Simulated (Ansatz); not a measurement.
# C9H13F9O3Si: reading failed and doubtful runs

Aim: try 2 inputs for C9H13F9O3Si as typed, read how each ends, and find what has to change.

Computed with Ansatz 0.2.0, Gaussian basis. Level: the settings change from run to run.

## 1. The molecule

The geometry comes from an earlier relaxation with PBE-D4/def2-SVP; it is a stationary point, not always the lowest conformer.

35 atoms, charge 0, spin multiplicity 1.

Atoms are counted from 1 here; the program's logs count them from 0.

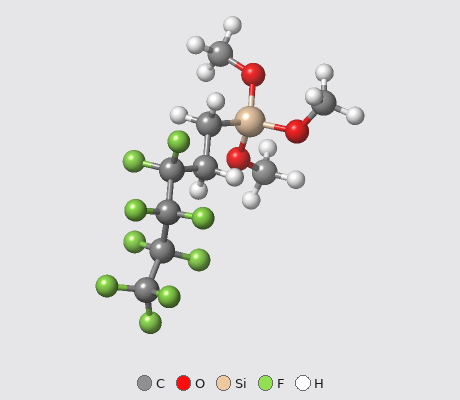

The structure; carbon grey, oxygen red, silicon light orange, fluorine green, hydrogen white.

## 2. Input 1

Input file in.yaml:

```yaml
crystal:
  periodic: [true, true, true]
  atoms:
    - {symbol: C, position_ang: [-3.812655, 1.129943, -0.025538]}
    - {symbol: O, position_ang: [-2.854151, 0.100534, -0.194307]}
    - {symbol: Si, position_ang: [-1.807612, -0.459213, 0.975252]}
    - {symbol: C, position_ang: [-0.251056, 0.569322, 1.129260]}
    - {symbol: C, position_ang: [0.579797, 0.549935, -0.159370]}
    - {symbol: C, position_ang: [1.849443, 1.371772, -0.032446]}
    - {symbol: F, position_ang: [1.545739, 2.663021, 0.318665]}
    - {symbol: F, position_ang: [2.659523, 0.872174, 0.949909]}
    - {symbol: C, position_ang: [2.704151, 1.493183, -1.334457]}
    - {symbol: F, position_ang: [1.981811, 2.189815, -2.251624]}
    - {symbol: F, position_ang: [3.830273, 2.195410, -1.043681]}
    - {symbol: C, position_ang: [3.123405, 0.138631, -1.987627]}
    - {symbol: F, position_ang: [2.044714, -0.384620, -2.628000]}
    - {symbol: F, position_ang: [3.524423, -0.734264, -1.029974]}
    - {symbol: C, position_ang: [4.280065, 0.258798, -3.031453]}
    - {symbol: F, position_ang: [5.448017, 0.495287, -2.418541]}
    - {symbol: F, position_ang: [4.026788, 1.251820, -3.900685]}
    - {symbol: F, position_ang: [4.375443, -0.896445, -3.710418]}
    - {symbol: O, position_ang: [-1.282922, -1.964478, 0.488823]}
    - {symbol: C, position_ang: [-2.139835, -3.008103, 0.051240]}
    - {symbol: O, position_ang: [-2.698373, -0.488986, 2.391866]}
    - {symbol: C, position_ang: [-2.208767, -0.899867, 3.653950]}
    - {symbol: H, position_ang: [-4.534253, 1.084629, -0.867225]}
    - {symbol: H, position_ang: [-4.373787, 1.021079, 0.928258]}
    - {symbol: H, position_ang: [-3.339634, 2.139099, -0.036930]}
    - {symbol: H, position_ang: [0.358984, 0.185805, 1.974454]}
    - {symbol: H, position_ang: [-0.532453, 1.610491, 1.392579]}
    - {symbol: H, position_ang: [0.855711, -0.489934, -0.422144]}
    - {symbol: H, position_ang: [-0.001094, 0.953020, -1.013532]}
    - {symbol: H, position_ang: [-1.515603, -3.831371, -0.352107]}
    - {symbol: H, position_ang: [-2.753793, -3.414383, 0.886344]}
    - {symbol: H, position_ang: [-2.830710, -2.662088, -0.748336]}
    - {symbol: H, position_ang: [-3.050762, -0.910550, 4.376363]}
    - {symbol: H, position_ang: [-1.769855, -1.922955, 3.621849]}
    - {symbol: H, position_ang: [-1.431002, -0.206489, 4.049612]}
basis:
  gaussian: {orbitals: def2-TZVPP, fitting: {mean_field: def2-universal-jkfit}}
hamiltonian: {xc: {name: B3LYP}, dispersion: d4}
scf: {lower_state_search: light}
output: {forces: true}
```

Command:

```
ansatz run in.yaml --threads 2 --pin off --events-out ev --progress --plain --max-ram 32768MiB --backend cuda --devices 0, --max-vram 18GiB
```

The log of the run:

```text
Error: YAML parse error: error: line 2 column 3: crystal: missing field `lattice` (a structure is typed as `lattice` and `atoms`, a molecule's as `atoms` in Å alone, or read from a run's directory, `checkpoint`)
 --> <input>:2:3
  |
1 | crystal:
2 |   periodic: [true, true, true]
  |   ^ crystal: missing field `lattice` (a structure is typed as `lattice` and `atoms`, a molecule's as `atoms` in Å alone, or read from a run's directory, `checkpoint`)
3 |   atoms:
4 |     - {symbol: C, position_ang: [-3.812655, 1.129943, -0.025538]}
  |
```

It took 0.05 s on 1 × H100 (card shared with other runs) with 2 threads of AMD EPYC 7R13, shared host.

What is wrong: Refused before any calculation. The molecule is marked periodic without a cell. Cure: set periodic to false, or give a lattice.

## 3. Input 2

Input file in.yaml:

```yaml
crystal:
  periodic: [false, false, false]
  atoms:
    - {symbol: C, position_ang: [-3.812655, 1.129943, -0.025538]}
    - {symbol: O, position_ang: [-2.854151, 0.100534, -0.194307]}
    - {symbol: Si, position_ang: [-1.807612, -0.459213, 0.975252]}
    - {symbol: C, position_ang: [-0.251056, 0.569322, 1.129260]}
    - {symbol: C, position_ang: [0.579797, 0.549935, -0.159370]}
    - {symbol: C, position_ang: [1.849443, 1.371772, -0.032446]}
    - {symbol: F, position_ang: [1.545739, 2.663021, 0.318665]}
    - {symbol: F, position_ang: [2.659523, 0.872174, 0.949909]}
    - {symbol: C, position_ang: [2.704151, 1.493183, -1.334457]}
    - {symbol: F, position_ang: [1.981811, 2.189815, -2.251624]}
    - {symbol: F, position_ang: [3.830273, 2.195410, -1.043681]}
    - {symbol: C, position_ang: [3.123405, 0.138631, -1.987627]}
    - {symbol: F, position_ang: [2.044714, -0.384620, -2.628000]}
    - {symbol: F, position_ang: [3.524423, -0.734264, -1.029974]}
    - {symbol: C, position_ang: [4.280065, 0.258798, -3.031453]}
    - {symbol: F, position_ang: [5.448017, 0.495287, -2.418541]}
    - {symbol: F, position_ang: [4.026788, 1.251820, -3.900685]}
    - {symbol: F, position_ang: [4.375443, -0.896445, -3.710418]}
    - {symbol: O, position_ang: [-1.282922, -1.964478, 0.488823]}
    - {symbol: C, position_ang: [-2.139835, -3.008103, 0.051240]}
    - {symbol: O, position_ang: [-2.698373, -0.488986, 2.391866]}
    - {symbol: C, position_ang: [-2.208767, -0.899867, 3.653950]}
    - {symbol: H, position_ang: [-4.534253, 1.084629, -0.867225]}
    - {symbol: H, position_ang: [-4.373787, 1.021079, 0.928258]}
    - {symbol: H, position_ang: [-3.339634, 2.139099, -0.036930]}
    - {symbol: H, position_ang: [0.358984, 0.185805, 1.974454]}
    - {symbol: H, position_ang: [-0.532453, 1.610491, 1.392579]}
    - {symbol: H, position_ang: [0.855711, -0.489934, -0.422144]}
    - {symbol: H, position_ang: [-0.001094, 0.953020, -1.013532]}
    - {symbol: H, position_ang: [-1.515603, -3.831371, -0.352107]}
    - {symbol: H, position_ang: [-2.753793, -3.414383, 0.886344]}
    - {symbol: H, position_ang: [-2.830710, -2.662088, -0.748336]}
    - {symbol: H, position_ang: [-3.050762, -0.910550, 4.376363]}
    - {symbol: H, position_ang: [-1.769855, -1.922955, 3.621849]}
    - {symbol: H, position_ang: [-1.431002, -0.206489, 4.049612]}
basis:
  gaussian: {orbitals: "6-31G*"}
hamiltonian: {xc: {name: B3LYP}}
multiplicity: 3
```

The command is unchanged.

The log of the run:

```text
Error: YAML parse error: error: line 42 column 1: unknown field `multiplicity`, expected one of crystal, accuracy, basis, kpoints, hamiltonian, magnetization, projection, total_charge, correlation, batch, efield, external_charges, scf, relax, neb, saddle, md, ramp, phonons, dielectric, real_time, elastic, magnetic_configurations, gw, evaluate, workflow, output, checkpoint, execution
  --> <input>:42:1
   |
40 |   gaussian: {orbitals: "6-31G*"}
41 | hamiltonian: {xc: {name: B3LYP}}
42 | multiplicity: 3
   | ^ unknown field `multiplicity`, expected one of crystal, accuracy, basis, kpoints, hamiltonian, magnetization, projection, total_charge, correlation, batch, efield, external_charges, scf, relax, neb, saddle, md, ramp, phonons, dielectric, real_time, elastic, magnetic_configurations, gw, evaluate, workflow, output, checkpoint, execution
```

It took 0.05 s on 1 × H100 (card shared with other runs) with 2 threads of AMD EPYC 7R13, shared host.

What is wrong: Refused before any calculation. The input holds a key that doesn't belong there. To mend it, remove the key, or spell it as the input reference has it.

## 4. Summary

```tsv
input	level	ended	cause	time
1	B3LYP/def2-TZVPP	refused	the molecule is marked periodic without a cell	0.05 s
2	B3LYP/6-31G*	refused	the input holds a key that doesn't belong there	0.05 s
```

In words: 2 refused. A refusal costs next to no computing time.
